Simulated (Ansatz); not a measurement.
**triplet C2H7NSi at 6 levels**

Wanted: a comparison of 6 runs (UHF/STO-3G, UHF/cc-pVDZ, UB3LYP/6-31G*, U-r2SCAN/cc-pVDZ, UB3LYP/cc-pVDZ, UCCSD/cc-pVDZ) of triplet C2H7NSi. 

The results are computed with Ansatz 0.2.0.

52 further runs of the same task are left out: 52 set aside as unsound or not needed.

### 1 Starting point

The species is C2H7NSi (11 atoms), meant as a triplet with charge 0. SMILES of the parent species: `C=NC[SiH3]`. Geometry: relaxed at PBE0-D4/def2-TZVP. That shape belongs to the parent species and isn't relaxed for this state.

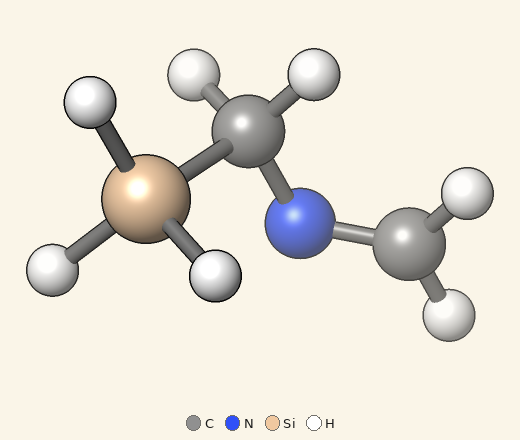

Viewed from a chosen angle; carbon grey, nitrogen blue, silicon light orange, hydrogen white.

### 2 The energy at UHF/STO-3G (run 1)

File in.yaml:

```yaml
basis:
  gaussian: {orbitals: STO-3G}
crystal:
  periodic: [false, false, false]
  atoms:
    - {symbol: C, position_ang: [-0.639400, 1.869300, 0.363900]}
    - {symbol: N, position_ang: [-0.998600, 0.713100, 0.018000]}
    - {symbol: C, position_ang: [-0.299000, -0.417000, 0.562600]}
    - {symbol: Si, position_ang: [0.706300, -1.257400, -0.802700]}
    - {symbol: H, position_ang: [-1.145900, 2.733500, -0.063200]}
    - {symbol: H, position_ang: [0.166900, 2.059000, 1.086600]}
    - {symbol: H, position_ang: [-1.029900, -1.151400, 0.917900]}
    - {symbol: H, position_ang: [0.365200, -0.161700, 1.404500]}
    - {symbol: H, position_ang: [1.729600, -0.311300, -1.319900]}
    - {symbol: H, position_ang: [-0.179800, -1.683000, -1.914500]}
    - {symbol: H, position_ang: [1.389900, -2.450100, -0.232400]}
magnetization: {spin_polarized: true, initial_magnetization: 2}
hamiltonian: {xc: hf}
accuracy: high
output: {orbitals: {seedname: orbitals}}
```

Run with:

```console
$ ansatz run in.yaml --threads 1 --pin off --max-ram 2610MiB --events-out events.jsonl --progress --plain --runs-dir runs
```

What it wrote:

```text
Warning: RAYON_NUM_THREADS=1 ignored (pool sized by the plan → 1); use --threads N
Functional definition: HF
  name "HF"
  exchange = exact_x
  correlation = 0
634 factors; integrals over basis functions are off by at most 3.0e-9 eV
mean field evaluation 1: about -11370.6104 eV, gradient 1.9e1 eV
mean field evaluation 2: about -11370.7972 eV, gradient 1.9e1 eV
mean field evaluation 4: about -11375.0547 eV, gradient 4.1e0 eV
mean field evaluation 8: about -11375.4918 eV, gradient 1.4e-1 eV
mean field evaluation 16: about -11375.6489 eV, gradient 4.2e-2 eV
mean field evaluation 32: about -11375.5383 eV, gradient 2.3e-1 eV
mean field evaluation 64: about -11375.6059 eV, gradient 9.1e-1 eV
mean field evaluation 96: about -11374.8818 eV, gradient 4.1e0 eV
mean field -11375.64677806 eV, -418.0473084035 hartree, gradient 1.8e-8 eV, S^2 2.007449; 3 other end points of the search recorded, 0 dependent functions left out
reference -11375.64677806 eV, -418.0473084035 hartree; 21, 19 occupied and 10, 12 virtual orbitals, 634 factors
Total energy: -11375.64677806 eV, -418.0473084035 hartree
```

Run time: 0.91 s. Hardware: 1 thread of Arm Neoverse V1, shared host.

### 3 A single-point energy at UHF/cc-pVDZ (run 2)

File in.yaml:

```yaml
crystal:
  periodic: [false, false, false]
  atoms:
    - symbol: C
      position_ang: [-0.639400, 1.869300, 0.363900]
    - symbol: N
      position_ang: [-0.998600, 0.713100, 0.018000]
    - symbol: C
      position_ang: [-0.299000, -0.417000, 0.562600]
    - symbol: Si
      position_ang: [0.706300, -1.257400, -0.802700]
    - symbol: H
      position_ang: [-1.145900, 2.733500, -0.063200]
    - symbol: H
      position_ang: [0.166900, 2.059000, 1.086600]
    - symbol: H
      position_ang: [-1.029900, -1.151400, 0.917900]
    - symbol: H
      position_ang: [0.365200, -0.161700, 1.404500]
    - symbol: H
      position_ang: [1.729600, -0.311300, -1.319900]
    - symbol: H
      position_ang: [-0.179800, -1.683000, -1.914500]
    - symbol: H
      position_ang: [1.389900, -2.450100, -0.232400]
basis:
  gaussian:
    orbitals: cc-pVDZ
magnetization:
  spin_polarized: true
  initial_magnetization: 2
hamiltonian:
  xc: hf
accuracy: high
output: {orbitals: {seedname: orbitals}}
```

Run with:

```console
$ ansatz run in.yaml --threads 1 --pin off --max-ram 2610MiB --events-out events.jsonl --progress --plain --runs-dir runs
```

What it wrote:

```text
Warning: RAYON_NUM_THREADS=1 ignored (pool sized by the plan → 1); use --threads N
[... 4 set-up lines as earlier in the session ...]
2314 factors; integrals over basis functions are off by at most 3.8e-9 eV
mean field evaluation 1: about -11507.9191 eV, gradient 1.8e1 eV
mean field evaluation 2: about -11508.1030 eV, gradient 1.8e1 eV
mean field evaluation 4: about -11510.9772 eV, gradient 3.1e0 eV
mean field evaluation 8: about -11511.1501 eV, gradient 2.8e-1 eV
mean field evaluation 16: about -11511.1525 eV, gradient 1.1e-5 eV
mean field evaluation 32: about -11511.1264 eV, gradient 7.9e-3 eV
mean field evaluation 64: about -11511.0925 eV, gradient 3.4e-1 eV
mean field evaluation 96: about -11511.0568 eV, gradient 1.2e0 eV
mean field evaluation 128: about -11511.1524 eV, gradient 1.0e-2 eV
mean field -11511.15254463 eV, -423.0270534756 hartree, gradient 2.0e-8 eV, S^2 2.018541; 2 other end points of the search recorded, 0 dependent functions left out
reference -11511.15254463 eV, -423.0270534756 hartree; 21, 19 occupied and 74, 76 virtual orbitals, 2314 factors
Total energy: -11511.15254463 eV, -423.0270534756 hartree
```

Run time: 15 s. Hardware: 1 thread of Arm Neoverse V1, shared host; peak memory 0.36 GiB.

Run 3 isn't shown in full; the table further down has it.

### 4 The energy at U-r2SCAN/cc-pVDZ (run 4)

File job.yaml:

```yaml
basis:
  gaussian:
    orbitals: cc-pVDZ
crystal:
  periodic: [false, false, false]
  atoms:
    - {symbol: C, position_ang: [-0.639400, 1.869300, 0.363900]}
    - {symbol: N, position_ang: [-0.998600, 0.713100, 0.018000]}
    - {symbol: C, position_ang: [-0.299000, -0.417000, 0.562600]}
    - {symbol: Si, position_ang: [0.706300, -1.257400, -0.802700]}
    - {symbol: H, position_ang: [-1.145900, 2.733500, -0.063200]}
    - {symbol: H, position_ang: [0.166900, 2.059000, 1.086600]}
    - {symbol: H, position_ang: [-1.029900, -1.151400, 0.917900]}
    - {symbol: H, position_ang: [0.365200, -0.161700, 1.404500]}
    - {symbol: H, position_ang: [1.729600, -0.311300, -1.319900]}
    - {symbol: H, position_ang: [-0.179800, -1.683000, -1.914500]}
    - {symbol: H, position_ang: [1.389900, -2.450100, -0.232400]}
magnetization:
  spin_polarized: true
  initial_magnetization: 2
hamiltonian:
  xc: {name: r2SCAN}
accuracy: high
output:
  orbitals: {seedname: orbitals}
```

Run with:

```console
$ ansatz run job.yaml --threads 1 --pin off --max-ram 2610MiB --events-out events.jsonl --progress --plain --runs-dir runs
```

What it wrote:

```text
Warning: RAYON_NUM_THREADS=1 ignored (pool sized by the plan → 1); use --threads N
Functional definition: r2SCAN
  name "r2SCAN"
  parameter k0 = 0.174
  parameter k1 = 0.065
  parameter a1 = 4.9479
  exchange = r2scan_x(k0 = k0, k1 = k1, a1 = a1)
  correlation = r2scan_c
2314 factors; integrals over basis functions are off by at most 3.8e-9 eV
mean field evaluation 1: about -11541.8928 eV, gradient 3.3e1 eV
mean field evaluation 2: about -11529.3345 eV, gradient 5.0e1 eV
mean field evaluation 4: about -11547.3873 eV, gradient 6.2e0 eV
mean field evaluation 8: about -11547.6189 eV, gradient 1.4e-1 eV
mean field evaluation 16: about -11547.6128 eV, gradient 1.7e-3 eV
mean field evaluation 32: about -11547.6128 eV, gradient 4.3e-8 eV
mean field -11547.61278206 eV, -424.3669424876 hartree, gradient 4.3e-8 eV, S^2 2.007772; 3 other end points of the search recorded, 0 dependent functions left out
reference -11547.61278434 eV, -424.3669425713 hartree; 21, 19 occupied and 74, 76 virtual orbitals, 2314 factors
Total energy: -11547.61278434 eV, -424.3669425713 hartree
```

It took 43 s on 1 thread of Arm Neoverse V1, shared host; peak memory 0.48 GiB.

Run 5 isn't shown in full; the table further down has it.

### 5 A single-point energy at UCCSD/cc-pVDZ (run 6)

File input.yaml:

```yaml
crystal:
  periodic: [false, false, false]
  atoms:
    - {symbol: C, position_ang: [-0.639400, 1.869300, 0.363900]}
    - {symbol: N, position_ang: [-0.998600, 0.713100, 0.018000]}
    - {symbol: C, position_ang: [-0.299000, -0.417000, 0.562600]}
    - {symbol: Si, position_ang: [0.706300, -1.257400, -0.802700]}
    - {symbol: H, position_ang: [-1.145900, 2.733500, -0.063200]}
    - {symbol: H, position_ang: [0.166900, 2.059000, 1.086600]}
    - {symbol: H, position_ang: [-1.029900, -1.151400, 0.917900]}
    - {symbol: H, position_ang: [0.365200, -0.161700, 1.404500]}
    - {symbol: H, position_ang: [1.729600, -0.311300, -1.319900]}
    - {symbol: H, position_ang: [-0.179800, -1.683000, -1.914500]}
    - {symbol: H, position_ang: [1.389900, -2.450100, -0.232400]}
basis:
  gaussian:
    orbitals: cc-pVDZ
total_charge: 0
magnetization:
  spin_polarized: true
  initial_magnetization: 2
correlation:
  method: ccsd
  frozen_orbitals: {C: 1, H: 0, "N": 1, Si: 5}
accuracy: high
scf:
  omitted_lower_state_checks: [cluster_reference, increment]
```

Run with:

```console
$ ansatz run input.yaml --threads 1 --pin off --max-ram 2610MiB --events-out events.jsonl --progress --plain --runs-dir runs
```

What it wrote (excerpt; [...] marks lines left out):

```text
Warning: RAYON_NUM_THREADS=1 ignored (pool sized by the plan → 1); use --threads N
[... 2 set-up lines as earlier in the session ...]
[...]
2314 factors; integrals over basis functions are off by at most 3.8e-9 eV
[...]
mean field -11511.15254463 eV, -423.0270534756 hartree, gradient 2.0e-8 eV, S^2 2.018541; 5 other end points of the search recorded, 0 dependent functions left out
8 core orbitals not correlated: weight in the atoms' cores, before any rotation towards them, 1.000 or more for the frozen orbitals, at most 0.000 for the correlated occupied ones
reference -11511.15254463 eV, -423.0270534756 hartree; 13, 11 occupied and 74, 76 virtual orbitals, 2314 factors
second order -13.63480560 eV of doubles, -0.00000000 eV of singles
cycle   1  -14.78572229 eV  change    -1.2e0 eV  update   9.4e-2
[...]
cycle  35  -15.38257791 eV  change   -1.4e-9 eV  update   1.1e-9
Total energy: -11526.53512253 eV, -423.5923527870 hartree
Checks for a lower state left out: cluster_reference, increment
```

Run time: 2.4 min. Hardware: 1 thread of Arm Neoverse V1, shared host; peak memory 1.3 GiB.

### 6 All runs side by side

```csv
run,level,Cartesian functions,frozen core orbitals,energy (Eh),HOMO energy (eV),⟨S²⟩,wall time
1,UHF/STO-3G,no,–,-418.047308,-4.56,2.007,0.91 s
2,UHF/cc-pVDZ,no,–,-423.027053,-6.49,2.019,15 s
3,UB3LYP/6-31G* (Cartesian functions),yes,–,-424.471704,-2.56,2.005,27 s
4,U-r2SCAN/cc-pVDZ,no,–,-424.366943,-2.05,2.008,43 s
5,UB3LYP/cc-pVDZ,no,–,-424.494192,-2.72,2.005,30 s
6,UCCSD/cc-pVDZ,no,8,-423.592353,–,2.019,2.4 min
```

### 7 Outcome

| quantity | value |
| --- | --- |
| run 6: total energy | -423.59235 Eh |
| run 6: correlation energy (8 core orbitals frozen) | -565.3 mEh |
| run 6: ⟨S²⟩ of the reference determinant | 2.019 |
| run 6: T1 diagnostic | 0.020 |

What this shows: Totals of different functionals can't be ranked against each other. In run 1 the basis is minimal, so the values are rough. All runs together took 4.3 min, the longest 2.4 min.
